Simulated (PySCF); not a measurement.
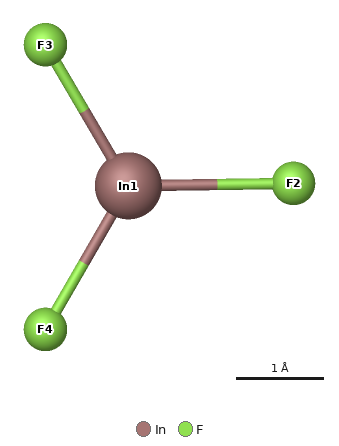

*The input geometry (ball-and-stick view, seen on its broad side; atoms are numbered from 1 in the order of the input). Sticks mark near contacts.*

Bond lengths as drawn: F–In 1.92 Å.

InF₃: single-point calculation

InF₃, computed with RHF/crenbl, mp2 (PySCF 2.14.0).

Some settings of this run were made unusual or wrong on purpose.

### Input file
```python
from pyscf import gto, scf, mp

mol = gto.M(
    atom='In 0 0 0.0051; F 0 0 1.9238; F 1.6594 0 -0.9581; F -1.6594 0 -0.9581',
    basis='crenbl',
    ecp={'In': 'crenbl', 'F': 'crenbl'},
    charge=0,
    spin=0,
    verbose=4,
)
mf = scf.RHF(mol)
field = 0.2  # electric field along z, atomic units
h = mf.get_hcore() + field*mol.intor('int1e_r')[2]
mf.get_hcore = lambda *args: h
e_nuc = mol.energy_nuc() - field*mol.atom_charges() @ mol.atom_coords()[:, 2]
mf.energy_nuc = lambda *args: e_nuc
mf.kernel()
mp.MP2(mf).kernel()
mf.dip_moment()
print('orbital energies (hartree):', mf.mo_energy[..., max(0, mol.nelec[1]-3):mol.nelec[0]+3].round(4))
```

Machine: 1 CPU thread, shared host.

Launched with:
```bash
python input.py
```

### Log
```
PySCF version 2.14.0

[INPUT] verbose = 4
[INPUT] num. atoms = 4
[INPUT] num. electrons = 34
[INPUT] charge = 0
[INPUT] spin (= nelec alpha-beta = 2S) = 0
[INPUT] symmetry False subgroup None
[INPUT] Mole.unit = angstrom
[INPUT] Symbol           X                Y                Z      unit          X                Y                Z       unit  Magmom
[INPUT]  1 In     0.000000000000   0.000000000000   0.005100000000 AA    0.000000000000   0.000000000000   0.009637603235 Bohr   0.0
[INPUT]  2 F      0.000000000000   0.000000000000   1.923800000000 AA    0.000000000000   0.000000000000   3.635455118438 Bohr   0.0
[INPUT]  3 F      1.659400000000   0.000000000000  -0.958100000000 AA    3.135811531103   0.000000000000  -1.810546599946 Bohr   0.0
[INPUT]  4 F     -1.659400000000   0.000000000000  -0.958100000000 AA   -3.135811531103   0.000000000000  -1.810546599946 Bohr   0.0

nuclear repulsion = 98.7011080859991
number of shells = 34
number of NR pGTOs = 80
number of NR cGTOs = 80
basis = crenbl
ecp = {'In': 'crenbl', 'F': 'crenbl'}

******** <class 'pyscf.scf.hf.RHF'> ********
method = RHF
initial guess = minao
damping factor = 0
level_shift factor = 0
DIIS = <class 'pyscf.scf.diis.CDIIS'>
diis_start_cycle = 1
diis_space = 8
diis_damp = 0
SCF conv_tol = 1e-09
SCF conv_tol_grad = None
SCF max_cycles = 50
direct_scf = True
direct_scf_tol = 1e-13
Set gradient conv threshold to 3.16228e-05
Initial guess from minao.
init E= -107.352236818231
  HOMO = -0.330867192598101  LUMO = -0.217372354829978  gap/eV = 3.08835
cycle= 1 E= -122.500171268014  delta_E= -15.1  |g|= 3.93  |ddm|= 11.6
  HOMO = -0.262954279366399  LUMO = -0.248555994925815  gap/eV = 0.39180
cycle= 2 E= -118.645357609329  delta_E= 3.85  |g|= 7.23  |ddm|= 13.2
  HOMO = -0.564968396091444  LUMO = -0.291345146957066  gap/eV = 7.44567
cycle= 3 E= -126.777369739224  delta_E= -8.13  |g|=  3.4  |ddm|= 4.11
  HOMO = -0.620496317873026  LUMO = -0.274437823512925  gap/eV = 9.41673
cycle= 4 E= -127.939733637968  delta_E= -1.16  |g|= 1.97  |ddm|= 1.03
  HOMO = -0.365845945923835  LUMO = -0.332661022247575  gap/eV = 0.90301
cycle= 5 E= -128.570389133466  delta_E= -0.631  |g|= 1.06  |ddm|= 1.05
  HOMO = -0.216226321076182  LUMO = -0.209570211559563  gap/eV = 0.18112
cycle= 6 E= -128.581297921387  delta_E= -0.0109  |g|= 1.68  |ddm|=  8.9
  HOMO = -0.330760510986711  LUMO = -0.15590134527928  gap/eV = 4.75816
cycle= 7 E= -128.900013653759  delta_E= -0.319  |g|= 1.26  |ddm|= 1.15
  HOMO = -0.394545861836707  LUMO = -0.141841833855397  gap/eV = 6.87643
cycle= 8 E= -129.134354478955  delta_E= -0.234  |g|= 0.822  |ddm|= 1.26
  HOMO = -0.422944629546324  LUMO = -0.176991481444133  gap/eV = 6.69273
cycle= 9 E= -129.285015751074  delta_E= -0.151  |g|=  0.3  |ddm|= 1.37
  HOMO = -0.449976615752697  LUMO = -0.14238718817954  gap/eV = 8.36993
cycle= 10 E= -129.308348055571  delta_E= -0.0233  |g|= 0.0359  |ddm|= 0.686
  HOMO = -0.45265790583548  LUMO = -0.135487050992904  gap/eV = 8.63066
cycle= 11 E= -129.3087482227  delta_E= -0.0004  |g|= 0.00308  |ddm|= 0.13
  HOMO = -0.45291846029588  LUMO = -0.134791320475369  gap/eV = 8.65668
cycle= 12 E= -129.308754448731  delta_E= -6.23e-06  |g|= 0.000951  |ddm|= 0.0241
  HOMO = -0.452969659020545  LUMO = -0.134684364514806  gap/eV = 8.66098
cycle= 13 E= -129.308755072806  delta_E= -6.24e-07  |g|= 0.000253  |ddm|= 0.00856
  HOMO = -0.452967574276318  LUMO = -0.134614784309645  gap/eV = 8.66282
cycle= 14 E= -129.308755118337  delta_E= -4.55e-08  |g|= 5.2e-05  |ddm|= 0.00248
  HOMO = -0.452969055940783  LUMO = -0.134612549646494  gap/eV = 8.66292
cycle= 15 E= -129.308755119403  delta_E= -1.07e-09  |g|= 2.1e-05  |ddm|= 0.000181
  HOMO = -0.452968502406137  LUMO = -0.134611345053683  gap/eV = 8.66294
cycle= 16 E= -129.308755119501  delta_E= -9.87e-11  |g|= 3.78e-06  |ddm|= 3.7e-05
  HOMO = -0.452968529754332  LUMO = -0.134610484658082  gap/eV = 8.66296
```

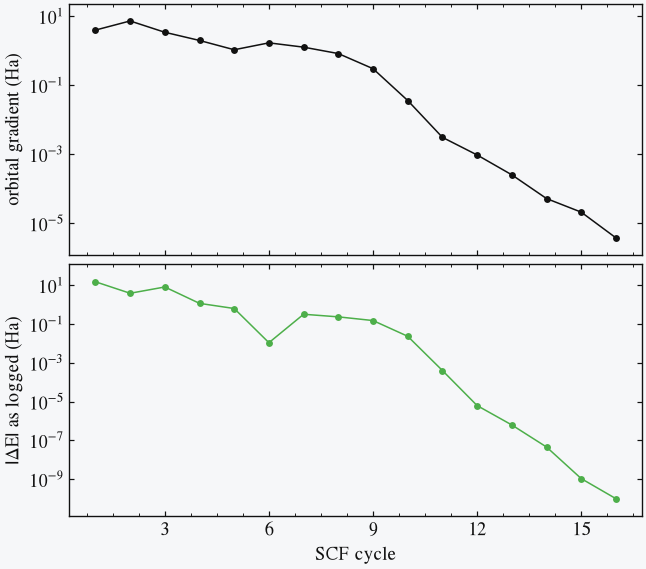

*Convergence of the self-consistent field: orbital gradient and size of the energy change against the SCF cycle.*

The residual falls almost steadily, with no more than small rises.

```
Extra cycle  E= -129.308755119506  delta_E= -4.32e-12  |g|= 1.72e-06  |ddm|= 6.18e-06
converged SCF energy = -129.308755119506

******** <class 'pyscf.mp.mp2.RMP2'> ********
nocc = 17, nmo = 80
E(RMP2) = -129.86079201976  E_corr = -0.552036900253803
E(SCS-RMP2) = -129.844216875815  E_corr = -0.535461756309125
E_corr(same-spin) = -0.146518296917814
E_corr(oppo-spin) = -0.405518603335989
Dipole moment(X, Y, Z, Debye):  0.00000, -0.00000, 31.29335
orbital energies (hartree): [-0.8003 -0.7974 -0.453  -0.1346 -0.0324  0.01  ]
```

### Outcome

| quantity | value |
| --- | --- |
| outcome | converged |
| SCF energy | −129.308755 hartree |
| dipole moment | 31.29 D |
| wall time | 2.3 s |

Some settings of this run were drawn to be unusual or wrong. It converged; results that depend on the unusual settings are not reference values.
